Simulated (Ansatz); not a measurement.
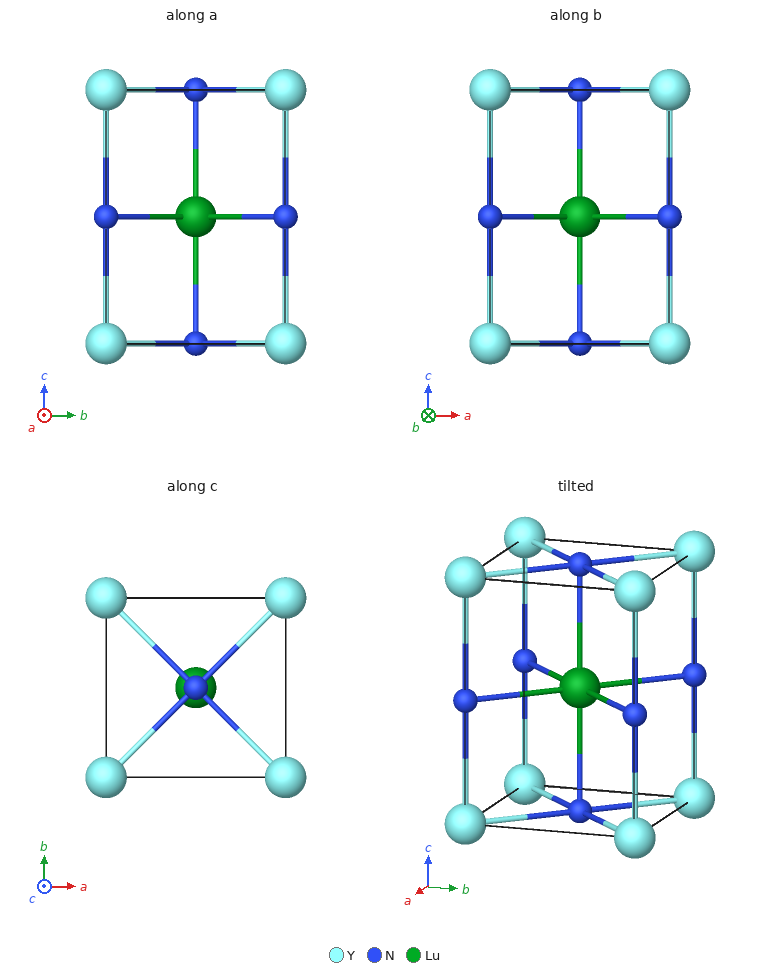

Shown here is a ball-and-stick view of the crystal, taken along the a axis, along the b axis, along the c axis and slightly off an axis. The edges of the conventional unit cell are marked.

Lattice parameters: a = 3.409 Å, b = 3.409 Å, c = 4.819 Å, α = 90.00°, β = 90.00°, γ = 90.00°. Put a along x and b in the xy plane.

> Convert the drawing into a POSCAR file.

```
Y N Lu
1.0
     3.409    0.000    0.000
     0.000    3.409    0.000
     0.000    0.000    4.819
Y N Lu
1 2 1
Direct
  0.0000 0.0000 0.0000
  0.0000 0.0000 0.5000
  0.5000 0.5000 0.0000
  0.5000 0.5000 0.5000
```

Its origin is a structure type filled with these elements by a generator (whether the compound takes this form wasn't checked). Earlier steps of the study may have refined or changed the cell and positions. It was set up as input for a calculation with Ansatz.
